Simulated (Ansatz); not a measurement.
**GeNH₂+ (triplet): trial inputs and their diagnosis**

3 inputs are run for GeNH₂+ (triplet) as typed; the log has to tell whether the result can be used and what must change.

Computed with Ansatz 0.2.0, Gaussian basis. Level: the settings change from run to run.

23 further runs of the same task are left out: 2 for a known fault of the program, 9 that didn't finish, 12 set aside as unsound or not needed.

**1. What is computed**

The geometry is a PBE0/def2-TZVP stationary point (not a proven minimum) of the parent state, kept for this charge and spin. No spin-orbit coupling is included. The filled d shell of Ge may be among the frozen orbitals whatever the setting's name suggests; the logs give the count.

4 atoms, charge 1, spin multiplicity 3.

Atoms are counted from 1 here; the program's logs count them from 0.

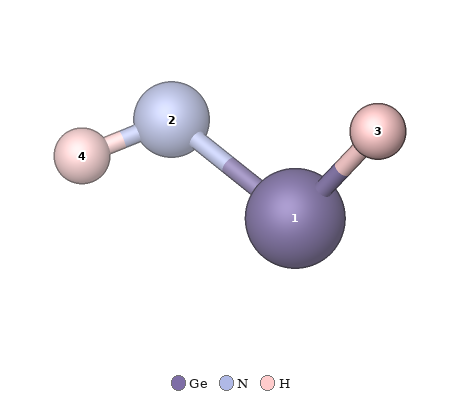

The structure; germanium purple, nitrogen light blue, hydrogen pink; atoms are numbered from 1 in the order of the file.

**2. Input 1**

File in.yaml:

```yaml
crystal:
  periodic: [false, false, false]
  atoms:
    - {symbol: Ge, position_ang: [0.002496, 0.044611, 0.321966]}
    - {symbol: N, position_ang: [-0.074202, -0.171566, -1.595492]}
    - {symbol: H, position_ang: [0.284433, -1.318092, 1.022012]}
    - {symbol: H, position_ang: [0.566824, 0.487213, -2.053874]}
basis:
  gaussian: {orbitals: 6-31G}
total_charge: 1
magnetization: {spin_polarized: false, initial_magnetization: 2}
correlation: {method: mp2, frozen_orbitals: {Ge: 9}}
scf: {lower_state_search: off}
```

The run is started by

```
$ ansatz run in.yaml --threads 1 --pin off --events-out ev --progress --plain --max-ram 2393MiB
```

Log:

```text
Functional definition: HF
  name "HF"
  cite "Fock, Z. Phys. 61, 126 (1930) doi:10.1007/BF01340294"
  parent pbe
  exchange = exact_x
  correlation = 0
these checks for a lower state are left out or cut short: stability, starts, cluster_reference, orbital_swaps, neighbouring_geometries, increment
Error: "frozen_orbitals" has no count for N
```

It took 0.12 s on 1 thread of Intel Xeon at 2.50GHz, shared host.

What is wrong: The run was refused. The frozen-orbital counts are incomplete or too large. Fix: leave frozen_orbitals out, or give each element a count that its core has.

**3. Input 2**

File in.yaml:

```yaml
crystal:
  periodic: [false, false, false]
  atoms:
    - {symbol: Ge, position_ang: [-0.074202, -0.171566, -1.545492]}
    - {symbol: N, position_ang: [-0.074202, -0.171566, -1.595492]}
    - {symbol: H, position_ang: [0.284433, -1.318092, 1.022012]}
    - {symbol: H, position_ang: [0.566824, 0.487213, -2.053874]}
basis:
  gaussian: {orbitals: cc-pVDZ}
total_charge: 1
magnetization: {spin_polarized: false, initial_magnetization: 2}
correlation: {method: bccd, electrons: outside_noble_gas}
accuracy: high
```

The command is unchanged.

Log, shortened:

```text
Functional definition: HF
  name "HF"
  cite "Fock, Z. Phys. 61, 126 (1930) doi:10.1007/BF01340294"
  parent pbe
[...]
868 factors; integrals over basis functions are off by at most 4.4e-9 eV
[...]
mean field -13630.93355687 eV, -500.9275688363 hartree, gradient 9.8e-8 eV, S^2 2.000000; 14 other end points of the search recorded, 0 dependent functions left out
[...]
determinant -13630.93355687 eV, -500.9275688363 hartree, with singles and doubles -13633.55223229 eV, -501.0238033830 hartree
determinant -13630.37871011 eV, -500.9071785942 hartree, with singles and doubles -13632.82277287 eV, -500.9969962436 hartree
determinant -13629.92688845 eV, -500.8905744543 hartree, with singles and doubles -13632.37950927 eV, -500.9807066069 hartree
determinant -13629.78776168 eV, -500.8854616398 hartree, with singles and doubles -13632.24671921 eV, -500.9758266624 hartree
15 core orbitals not correlated: weight in the atoms' cores, before any rotation towards them, 0.356 or more for the frozen orbitals, at most 0.083 for the correlated occupied ones
reference -13630.93355687 eV, -500.9275688363 hartree; 6, 4 occupied and 30, 32 virtual orbitals, 868 factors
second order -2.42040155 eV of doubles, -0.00712391 eV of singles
cycle   1  -2.62812231 eV  change   -2.0e-1 eV  update   1.1e-2
[...]
cycle  16  -2.63349304 eV  change  -7.0e-11 eV  update   1.0e-9
Total energy: -13633.56704991 eV, -501.0243479204 hartree
```

Run time: 33 s. Hardware: 1 thread of Intel Xeon at 2.50GHz, shared host.

What is wrong: The run converged, which proves nothing about the input. One atom lies on top of another. The shortest distance is 0.05 Å, against 1.03 Å in the geometry of step 1. Its energy belongs to another geometry. To mend it, restore its position.

**4. Input 3**

File in.yaml:

```yaml
crystal:
  periodic: [false, false, false]
  atoms:
    - {symbol: Ge, position_ang: [0.002496, 0.044611, 0.321966]}
    - {symbol: N, position_ang: [-0.074202, -0.171566, -1.595492]}
    - {symbol: H, position_ang: [0.284433, -1.318092, 1.022012]}
    - {symbol: H, position_ang: [0.566824, 0.487213, -2.053874]}
basis:
  gaussian: {orbitals: def2-TZVPP}
total_charge: 1
magnetization: {spin_polarized: false, initial_magnetization: 2}
correlation: {method: ccsdtq, electrons: all}
scf: {lower_state_search: off}
output: {forces: true}
```

The command is unchanged.

Log:

```text
Functional definition: HF
  name "HF"
  cite "Fock, Z. Phys. 61, 126 (1930) doi:10.1007/BF01340294"
  parent pbe
  exchange = exact_x
  correlation = 0
these checks for a lower state are left out or cut short: starts, cluster_reference, orbital_swaps, neighbouring_geometries, increment
1325 factors; integrals over basis functions are off by at most 1.6e-7 eV
mean field evaluation 1: about -57969.4431 eV, gradient 4.7e1 eV
mean field evaluation 2: about -57969.4447 eV, gradient 4.7e1 eV
mean field evaluation 4: about -57976.0440 eV, gradient 1.4e1 eV
mean field evaluation 8: about -57977.1464 eV, gradient 4.8e-1 eV
mean field evaluation 16: about -57977.1616 eV, gradient 4.0e-5 eV
mean field -57977.16164447 eV, -2130.6213921028 hartree, gradient 2.7e-6 eV, S^2 2.000000; 0 other end points of the search recorded, 0 dependent functions left out
reference -57977.16164447 eV, -2130.6213921028 hartree; 21, 19 occupied and 86, 88 virtual orbitals, 1325 factors
```

It took 99 s on 1 thread of Intel Xeon at 2.50GHz, shared host.

What is wrong: The run was cut at its time limit. The job is too large for the time given. Cure: a smaller basis or space, or a lower level; a longer limit helps only where the log shows it near its end.

**5. Summary**

| input | level | ended | cause | time |
| --- | --- | --- | --- | --- |
| 1 | MP2 on ROHF/6-31G | refused | the frozen-orbital counts are incomplete or too large | 0.12 s |
| 2 | BCCD on ROHF/cc-pVDZ | converged | one atom lies on top of another | 33 s |
| 3 | CCSDTQ on ROHF/def2-TZVPP | cut at its time limit | the job is too large for the time given | 99 s |

1 refused, 1 converged, 1 cut at its time limit. The input that converges on a wrong geometry or spin is the dangerous one: no error points at it, so geometry and ⟨S²⟩ have to be checked.
